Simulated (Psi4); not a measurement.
**[CSO3F3]− (SMILES [O-]S(=O)(=O)C(F)(F)F) at MP3/def2-SVP**

What is the vertical singlet–triplet gap of [CSO3F3]− at MP3/def2-SVP? 

The results are computed with Psi4 1.11.

5 further runs of the same task are left out: 3 that didn't finish, 2 set aside as unsound or not needed.

## Step 1: Starting point

[CSO3F3]−: 8 atoms, total charge -1, spin state singlet. SMILES: `[O-]S(=O)(=O)C(F)(F)F`. Geometry: relaxed at PBE0-D4/def2-TZVPD.

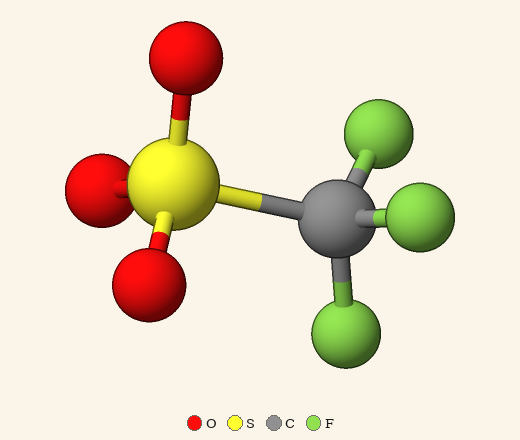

Viewed from a chosen angle; oxygen red, sulfur yellow, carbon grey, fluorine green.

## Step 2: A single-point energy at MP3/def2-SVP

Contents of job.inp:

```
memory 2200 MB

molecule molecule1 {
  -1 1
  O     -0.452120    -1.793850     0.534600
  S      0.514500    -0.855220     0.007850
  O      1.622110    -0.542800     0.884460
  O      0.853150    -1.026290    -1.388190
  C     -0.440870     0.732840    -0.006730
  F     -0.854330     1.079580     1.221330
  F      0.292430     1.753940    -0.474640
  F     -1.534870     0.651830    -0.778680
  symmetry c1
}

set basis def2-SVP
set puream true
set e_convergence 1e-09
set d_convergence 1e-08
set scf_type pk
set num_frozen_docc 12
set mp_type conv

E, wfn = energy('mp3', return_wfn=True)
```

Command:

```sh
$ psi4 job.inp job.out -n 1
```

job.out:

```text
[...]
  Running in c1 symmetry.
[...]
  Nuclear repulsion =  555.370021778111777
[...]
  Multiplicity = 1
[...]
  Nalpha       = 37
  Nbeta        = 37
[...]
    Number of basis functions: 116
[...]
   @RHF iter   1:  -957.34420160662296    5.88521e-02   8.13858e-03 ADIIS/DIIS
[...]
   @RHF iter  11:  -957.69425940454130   -2.86491e-11   8.25425e-09 DIIS
[...]
    Orbital Energies [Eh]
    ---------------------
    Doubly Occupied:
       1A    -92.004611     2A    -26.188806     3A    -26.188785
       4A    -26.188785     5A    -20.350020     6A    -20.350015
       7A    -20.350015     8A    -11.350605     9A     -9.002770
      10A     -6.693972    11A     -6.693972    12A     -6.693528
      13A     -1.567059    14A     -1.466477    15A     -1.466475
      16A     -1.303104    17A     -1.140876    18A     -1.140872
      19A     -0.836627    20A     -0.723569    21A     -0.681226
      22A     -0.681225    23A     -0.593819    24A     -0.570274
      25A     -0.570273    26A     -0.522639    27A     -0.522638
      28A     -0.506776    29A     -0.505212    30A     -0.478843
      31A     -0.478843    32A     -0.350729    33A     -0.350729
      34A     -0.308208    35A     -0.308206    36A     -0.285557
[...]
  @RHF Final Energy:  -957.69425940454130
   => Energetics <=
    Nuclear Repulsion Energy =            555.3700217781117772
    One-Electron Energy =               -2446.7829848799083265
    Two-Electron Energy =                 933.7187036972552505
    Total Energy =                       -957.6942594045412989
[...]
 Multipole Moments:
 ------------------------------------------------------------------------------------
     Multipole            Electronic (a.u.)      Nuclear  (a.u.)        Total (a.u.)
 ------------------------------------------------------------------------------------
 L = 1.  Multiply by 2.5417464519 to convert [e a0] to [Debye]
 Dipole X            :         -2.9260193            2.0702788           -0.8557406
 Dipole Y            :          4.8637379           -3.4413043            1.4224336
 Dipole Z            :         -0.0446336            0.0315862           -0.0130473
 Magnitude           :                                                    1.6600541
[...]
	SCS-MP2 Total Energy (a.u.)        :  -958.99845662501173
	SOS-MP2 Total Energy (a.u.)        :  -958.96857186812144
[...]
	SOS-PI-MP2 Total Energy (a.u.)     :  -959.06659590378149
[...]
	MP2 Total Energy (a.u.)            :  -959.05822613879195
[...]
	SCS-MP3 Total Energy (a.u.)        :  -958.99564761237161
[...]
	MP3 Total Energy (a.u.)            :  -959.04699008823161
[...]
```

Run time: 18 s. Hardware: 1 thread of Intel Xeon Platinum 8375C at 2.90GHz (Ice Lake), shared host; peak memory 1.2 GiB.

## Step 3: The triplet at the same level

Contents of cf3o3s.xyz:

```xyz
8
CF3O3S
O     -0.452120    -1.793850     0.534600
S      0.514500    -0.855220     0.007850
O      1.622110    -0.542800     0.884460
O      0.853150    -1.026290    -1.388190
C     -0.440870     0.732840    -0.006730
F     -0.854330     1.079580     1.221330
F      0.292430     1.753940    -0.474640
F     -1.534870     0.651830    -0.778680
```

Contents of cf3o3s_ase.py:

```python
import numpy as np
from ase.calculators.psi4 import Psi4
from ase.io import read

mol = read('cf3o3s.xyz')
calc = Psi4(atoms=mol, method='mp3', basis='def2-SVP', memory='2200MB', num_threads=1, charge=-1, multiplicity=3, label='psi4-calc', reference='uhf')
calc.psi4.set_options({'puream': True, 'e_convergence': 1e-09, 'd_convergence': 1e-06, 'scf_type': 'pk', 'num_frozen_docc': 12, 'maxiter': 150, 'mp_type': 'conv', 'guess': 'sap', 'orbital_optimizer_package': 'ooo'})
mol.calc = calc

print(f'energy: {mol.get_potential_energy():.6f} eV')
```

Command:

```sh
$ python cf3o3s_ase.py
```

psi4-calc.dat:

```text
[...]
  Running in c1 symmetry.
[...]
  Nuclear repulsion =  555.370021778111777
[...]
  Multiplicity = 3
[...]
  Nalpha       = 38
  Nbeta        = 36
[...]
    Number of basis functions: 116
[...]
   @UHF iter   1:  -955.74598476477831   -9.55746e+02   1.67903e-02 ADIIS+DIIS
[...]
   @UHF iter  30:  -957.36305166761622    0.00000e+00   2.11933e-07 Converged
[...]
   @S^2 Observed:                2.091939721E+00
[...]
    Orbital Energies [Eh]
    ---------------------
    Alpha Occupied:
       1A    -91.928414     2A    -26.185975     3A    -26.185955
       4A    -26.185952     5A    -20.386125     6A    -20.385981
       7A    -20.385931     8A    -11.344836     9A     -8.933833
      10A     -6.629402    11A     -6.624120    12A     -6.624117
      13A     -1.564596    14A     -1.464127    15A     -1.464124
      16A     -1.319819    17A     -1.180954    18A     -1.180845
      19A     -0.836652    20A     -0.726072    21A     -0.678945
      22A     -0.678945    23A     -0.626933    24A     -0.568891
      25A     -0.568890    26A     -0.526740    27A     -0.521960
      28A     -0.521959    29A     -0.509466    30A     -0.509461
      31A     -0.504323    32A     -0.404602    33A     -0.404569
      34A     -0.370840    35A     -0.370746    36A     -0.343241
[...]
  @UHF Final Energy:  -957.36305166762111
   => Energetics <=
    Nuclear Repulsion Energy =            555.3700217781117772
    One-Electron Energy =               -2447.0860957361983310
    Two-Electron Energy =                 934.3530222904654465
    Total Energy =                       -957.3630516676211073
  UHF NO Occupations:
  HONO-2 :   36  A 1.9788758
  HONO-1 :   37  A 1.0000000
[...]
 Multipole Moments:
 ------------------------------------------------------------------------------------
     Multipole            Electronic (a.u.)      Nuclear  (a.u.)        Total (a.u.)
 ------------------------------------------------------------------------------------
 L = 1.  Multiply by 2.5417464519 to convert [e a0] to [Debye]
 Dipole X            :         -3.0328837            2.0702788           -0.9626050
 Dipole Y            :          5.0420740           -3.4413043            1.6007698
 Dipole Z            :         -0.0471591            0.0315862           -0.0155729
 Magnitude           :                                                    1.8679707
[...]
	SCS-MP2 Total Energy (a.u.)        :  -958.66138702923774
	SOS-MP2 Total Energy (a.u.)        :  -958.62873587305944
[...]
	SOS-PI-MP2 Total Energy (a.u.)     :  -958.72609619655475
[...]
	MP2 Total Energy (a.u.)            :  -958.72668934159401
[...]
	SCS-MP3 Total Energy (a.u.)        :  -958.65861348309511
[...]
	MP3 Total Energy (a.u.)            :  -958.71559515702359
[...]
```

On the terminal:

```text
energy: -26087.980147 eV
```

Run time: 43 s. Hardware: 1 thread of Intel Xeon Platinum 8375C at 2.90GHz (Ice Lake), shared host; peak memory 1.3 GiB.

## Step 4: What came out

At MP3/def2-SVP, 12 core orbitals frozen:

| quantity | value |
| --- | --- |
| singlet: total energy | -959.04699 Eh |
| singlet: HOMO energy (Hartree–Fock orbitals) | -6.98 eV |
| singlet: LUMO energy (Hartree–Fock orbitals) | 12.38 eV |
| singlet: HOMO–LUMO gap (to an unbound level, set by the basis) | 19.37 eV |
| singlet: correlation energy (12 core orbitals frozen) | -1352.7 mEh |
| triplet: total energy | -958.71560 Eh |
| triplet: HOMO energy (Hartree–Fock orbitals) (highest over α and β) | 2.38 eV |
| triplet: LUMO energy (Hartree–Fock orbitals) (lowest over α and β) | 4.18 eV |
| triplet: correlation energy (12 core orbitals frozen) | -1352.5 mEh |
| triplet: ⟨S²⟩ of the reference determinant | 2.092 |
| vertical energy of the triplet above the singlet | 9.018 eV |

What this shows: At this shape the triplet lies 9.02 eV (870 kJ/mol) above the singlet. For an anion a state so high probably lies above electron detachment. The HOMO (triplet) lies at positive energy, 2.38 eV: the electron is unbound at this level or held by a compact basis; values depend on the basis.
